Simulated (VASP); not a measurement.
Band structure of Ni2YP2 (space group I4/mmm). Computed with PBEsol GGA, VASP's PBE PAW potentials (set 64) (plane waves; VASP).

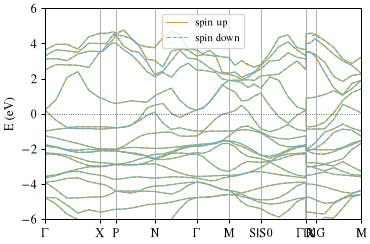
Bands along high-symmetry lines, zero at the valence-band maximum or, without a gap, the Fermi level

Question: Read the plot: is there a gap, and where are the band edges?

Answer: It has no gap at this level: it comes out as a metal or semimetal.

The structure comes from a measured Ni2YP2 entry of the Crystallography Open Database, whose conditions weren't checked. The cell was not relaxed at this level. The k-mesh is coarse (spacing up to 0.38 per Å, 2π included), so the numbers may not be converged in it.
